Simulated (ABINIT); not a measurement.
# A GW chain in ABINIT: GaN (F-43m)

Aim: the G0W0 gap of GaN (F-43m) on PBE, step by step.

Program: ABINIT 10.8.3. Level of theory: PBE and many-body steps on it, plane waves. Results are calculated unless marked as measured.

**What was measured.**

- Gap 3.23 eV: absorption onset (direct gap at Gamma) of unexcited film, from imaginary part of dielectric function; spectroscopic ellipsometry (steady-state reference of time-resolved measurement); 300 K; film on 3C-SiC/Si(001) (“Femtosecond pump-probe absorption edge spectroscopy of cubic GaN”, 2022, arxiv:2206.02223).

### 1. Starting point

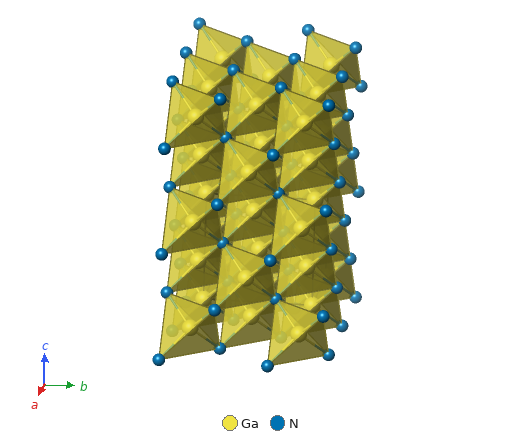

Start, viewed slightly off an axis; gallium yellow, nitrogen blue. 2×1×2 cells are drawn. This picture shows the conventional cell, with its axes. Some periodic images of atoms are drawn too.

The cell and positions are those that the Materials Project relaxed with its own functionals (PBE, PBE+U or r2SCAN), kept fixed. This is not the form that GaN usually takes at ambient conditions.

### 2. Ground state

This step: ABINIT 10.8.3; DFT, PBE, plane waves, norm-conserving pseudopotentials.

The ground-state density comes first.

Contents of run.abi:

```
acell 3*1.0 Angstrom
rprim 
  0.000000000000 2.253500607500 2.253500607500
  2.253500607500 0.000000000000 2.253500607500
  2.253500607500 2.253500607500 0.000000000000
ntypat 2
znucl 31 7
natom 2
typat 1 2
xred 
  0.000000000000 0.000000000000 0.000000000000
  0.750000000000 0.750000000000 0.750000000000
pp_dirpath "pseudos"
pseudos "Ga.upf, N.upf"
ecut 45
ngkpt 8 8 8
nshiftk 1
shiftk 0 0 0
kptopt 1
chksymbreak 0
nband 18
occopt 1
tolvrs 1e-10
nstep 60
prtwf 0
optforces 0
optstress 0
indata_prefix "in"
outdata_prefix "out"
tmpdata_prefix "tmp"
```

Started as:

```console
$ OMP_NUM_THREADS=1 mpirun -n 4 abinit run.abi > log
```

Numbers of over 12 decimals in the logs are rounded to 6 here.

What it wrote:

```text
.Version 10.8.3 of ABINIT. v10.8.2 released Aug 2026.

 Symmetries : space group F-4 3 m (#216); Bravais cF (face-center cubic)
================================================================================
 Values of the parameters that define the memory need of the present run
     intxc =       0    ionmov =       0      iscf =       7    lmnmax =       6
     lnmax =       6     mgfft =      40  mpssoang =       3    mqgrid =    3001
     natom =       2  nloc_mem =       1    nspden =       1   nspinor =       1
    nsppol =       1      nsym =      24    n1xccc =    2501    ntypat =       2
    occopt =       1   xclevel =       2
-    mband =          18        mffmem =           1         mkmem =           8
       mpw =        2245          nfft =       64000          nkpt =          29
================================================================================
  Rough estimation (10% accuracy) of disk space for files :
================================================================================

--------------------------------------------------------------------------------
------------- Echo of variables that govern the present computation ------------
--------------------------------------------------------------------------------
 -outvars: echo values of preprocessed input variables --------
            acell      1.8897261259E+00  1.8897261259E+00  1.8897261259E+00 Bohr

      chksymbreak           0
             ecut      4.50000000E+01 Hartree
-          fftalg         312

              ixc     -101130
              kpt      0.00000000E+00  0.00000000E+00  0.00000000E+00
                       1.25000000E-01  0.00000000E+00  0.00000000E+00
                       2.50000000E-01  0.00000000E+00  0.00000000E+00
                       3.75000000E-01  0.00000000E+00  0.00000000E+00
                       5.00000000E-01  0.00000000E+00  0.00000000E+00
                       1.25000000E-01  1.25000000E-01  0.00000000E+00
                       2.50000000E-01  1.25000000E-01  0.00000000E+00
                       3.75000000E-01  1.25000000E-01  0.00000000E+00
                       5.00000000E-01  1.25000000E-01  0.00000000E+00
   [... 18 further rows ...]
                      -3.75000000E-01  5.00000000E-01  1.25000000E-01
                      -2.50000000E-01  5.00000000E-01  2.50000000E-01
         kptrlatt        8    0    0      0    8    0      0    0    8
          kptrlen      4.81794160E+01
P           mkmem           8
            natom           2
            nband          18
            ngfft          40      40      40
             nkpt          29
            nstep          60
             nsym          24
           ntypat           2
              occ      2.000000  2.000000  2.000000  2.000000  2.000000  2.000000
                       2.000000  2.000000  2.000000  2.000000  2.000000  2.000000
                       2.000000  0.000000  0.000000  0.000000  0.000000  0.000000
        optforces           0
        optstress           0
            prtwf           0
            rprim      0.0000000000E+00  2.2535006075E+00  2.2535006075E+00
[...]
spgroup         216

           tolvrs      1.00000000E-10

             xred      0.0000000000E+00  0.0000000000E+00  0.0000000000E+00
[...]
znucl       31.00000    7.00000

================================================================================

 chkinp: Checking input parameters for consistency.

================================================================================
== DATASET  1 ==================================================================
-   mpi_nproc: 4, omp_nthreads: 1 (-1 if OMP is not activated)

--- !DatasetInfo
iteration_state: {dtset: 1, }
dimensions: {natom: 2, nkpt: 29, mband: 18, nsppol: 1, nspinor: 1, nspden: 1, mpw: 2245, }
cutoff_energies: {ecut:  45.0, pawecutdg:  -1.0, }
electrons: {nelect:   2.60000000E+01, charge:   0.00000000E+00, occopt:   1.00000000E+00, tsmear:   1.00000000E-02, }

 Real(R)+Recip(G) space primitive vectors, cartesian coordinates (Bohr,Bohr^-1):
 R(1)=  0.0000000  4.2584990  4.2584990  G(1)= -0.1174123  0.1174123  0.1174123
 R(2)=  4.2584990  0.0000000  4.2584990  G(2)=  0.1174123 -0.1174123  0.1174123
 R(3)=  4.2584990  4.2584990  0.0000000  G(3)=  0.1174123  0.1174123 -0.1174123
 Unit cell volume ucvol=  1.5445417E+02 bohr^3
 Angles (23,13,12)=  6.00000000E+01  6.00000000E+01  6.00000000E+01 degrees

 getcut: wavevector=  0.0000  0.0000  0.0000  ngfft=  40  40  40
         ecut(hartree)=     45.000   => boxcut(ratio)=   2.19947

--- Pseudopotential description ------------------------------------------------
- Ga Generated using ONCVPSP code by D. R. Hamann
- 31.00000  21.00000  171031                  znucl, zion, pspdat
12 -101130 2 -1 1902                          pspcod,pspxc,lmax,lloc,mmax
     nproj     2     2     2
  pspatm : epsatm=   21.85474337
         --- l  ekb(1:nproj) -->
[...]
pspatm: atomic psp has been read  and splines computed

- N Generated using ONCVPSP code by D. R. Hamann
-  7.00000   5.00000  171031                  znucl, zion, pspdat
12 -101130 1 -1 1058                          pspcod,pspxc,lmax,lloc,mmax
     nproj     2     2     0
  pspatm : epsatm=    5.20977870
         --- l  ekb(1:nproj) -->
[...]
1   -4.293905   -1.006988
 pspatm: atomic psp has been read  and splines computed

   7.03677574E+02                                ecore*ucvol(ha*bohr**3)
--------------------------------------------------------------------------------

_setup2: Arith. and geom. avg. npw (full set) are    2226.443    2226.425

================================================================================

--- !BeginCycle
iteration_state: {dtset: 1, }
solver: {iscf: 7, nstep: 60, nline: 4, wfoptalg: 0, }
tolerances: {tolvrs: 1.00E-10, }

     iter   Etot(hartree)      deltaE(h)  residm     vres2
 ETOT  1  -258.01753091192    -2.580E+02 5.649E-01 9.585E+02
 ETOT  2  -258.56781723981    -5.503E-01 1.404E-01 9.659E+02
 ETOT  3  -258.71788889241    -1.501E-01 4.324E-03 1.424E+00
 ETOT  4  -258.71813151589    -2.426E-04 7.054E-04 5.223E-01
 ETOT  5  -258.71822784614    -9.633E-05 3.970E-04 2.144E-02
 ETOT  6  -258.71823016905    -2.323E-06 6.764E-05 1.218E-03
 ETOT  7  -258.71823026511    -9.606E-08 3.682E-05 1.381E-04
 ETOT  8  -258.71823028487    -1.976E-08 6.163E-06 2.349E-06
 ETOT  9  -258.71823028540    -5.248E-10 3.419E-06 1.801E-08
 ETOT 10  -258.71823028540    -4.945E-12 2.695E-06 6.841E-11

 At SCF step   10       vres2   =  6.84E-11 < tolvrs=  1.00E-10 =>converged.

--- !ResultsGS
iteration_state: {dtset: 1, }
comment   : Summary of ground state results
lattice_vectors:
- [  0.0000000,   4.2584990,   4.2584990, ]
- [  4.2584990,   0.0000000,   4.2584990, ]
- [  4.2584990,   4.2584990,   0.0000000, ]
lattice_lengths: [   6.02243,    6.02243,    6.02243, ]
lattice_angles: [ 60.000,  60.000,  60.000, ] # degrees, (23, 13, 12)
lattice_volume:   1.5445417E+02
convergence: {deltae: -4.945E-12, res2:  6.841E-11, residm:  2.695E-06, diffor:  0.000E+00, }
etotal    :  -2.58718230E+02
entropy   :   0.00000000E+00
fermie    :   2.52201327E-01
cartesian_stress_tensor: null
pressure_GPa: null
xred      :
- [  0.0000E+00,   0.0000E+00,   0.0000E+00, Ga]
- [  7.5000E-01,   7.5000E-01,   7.5000E-01,  N]
cartesian_forces: null
force_length_stats: {min: null, max: null, mean: null, }

 Integrated electronic density in atomic spheres:
 ------------------------------------------------
 Atom  Sphere_radius  Integrated_density
    1        2.00000         18.88453299
    2        2.00000          5.24763507
================================================================================

 ----iterations are completed or convergence reached----

 Mean square residual over all n,k,spin=   64.341E-10; max=  26.947E-07
 reduced coordinates (array xred) for    2 atoms
       0.000000000000      0.000000000000      0.000000000000
       0.750000000000      0.750000000000      0.750000000000
 rms dE/dt=  0.0000E+00; max dE/dt=  0.0000E+00; dE/dt below (all hartree)
    1       0.000000000000      0.000000000000      0.000000000000
    2       0.000000000000      0.000000000000      0.000000000000

 cartesian coordinates (angstrom) at end:
    1      0.000000     0.000000     0.000000
    2      3.380251     3.380251     3.380251
 length scales=  1.889726125908  1.889726125908  1.889726125908 bohr
              =  1.000000000000  1.000000000000  1.000000000000 angstroms
 prteigrs : about to open file out_EIG
 Fermi (or HOMO) energy (hartree) =   0.25220   Average Vxc (hartree)=  -0.43124
 Eigenvalues (hartree) for nkpt=  29  k points:
 kpt#   1, nband= 18, wtk=  0.00195, kpt=  0.0000  0.0000  0.0000 (reduced coord)
  -4.97665   -3.16387   -3.16387   -3.16387   -0.33240   -0.24568   -0.24568   -0.24568
  -0.23446   -0.23446    0.25220    0.25220    0.25220    0.31643    0.63289    0.63289
   0.63289    0.89971
 prteigrs : prtvol=0 or 1, do not print more k-points.

--- !EnergyTerms
iteration_state     : {dtset: 1, }
comment             : Components of total free energy in Hartree
kinetic             :  1.27702089422731E+02
hartree             :  1.00372097444634E+02
xc                  : -2.89685342713341E+01
Ewald energy        : -1.35314831293648E+02
psp_core            :  4.55589885953002E+00
local_psp           : -2.66706247527047E+02
non_local_psp       : -6.03587029202698E+01
total_energy        : -2.58718230285404E+02
total_energy_eV     : -7.04008169317278E+03
band_energy         : -3.10080941005515E+01

== END DATASET(S) ==============================================================
================================================================================

 -outvars: echo values of variables after computation  --------
           etotal     -2.5871823029E+02
            nband          18
             nkpt          29
          spgroup         216
 [... the other variables as echoed above ...]

 Calculation completed.
```

The job ended after 15 s (4 MPI ranks of Arm Neoverse V1, shared host; peak memory 0.29 GiB).

This step gave:

```
total energy               : -7040.0817 eV
gap                        : 1.748 eV
k of the valence top       : 0, 0, 0
k of the conduction bottom : 0, 0, 0
least direct gap           : 1.748 eV
```

The gap is direct, at Γ.

[end of part 1 of 3]

[Paths, hosts, dates, memory and timing lines, banners, echoed tables and standing remarks are left out of the program output.]

[Logs are printed without paths, hosts, clocks, repeated set-up lines and the standing remarks that a program may print on its own settings, such as how far it seeks lower states.]

[Runs of the session that timed out or met a known fault of the program may be left out.]

[Hosts, paths, dates, database ids (printed as entryN), source tags and the programs' standing remarks are cut or masked in the printed files.]

[G0W0 gaps are taken among the corrected bands and points alone; a level outside them can change the order at an edge.]

[Where Ansatz stands beside ABINIT at settings called matched, ABINIT's density can come from a denser mesh and the files from another edition; pairs whose starting gaps differed by over 0.03 eV were left out, so agreement reads better than it is.]
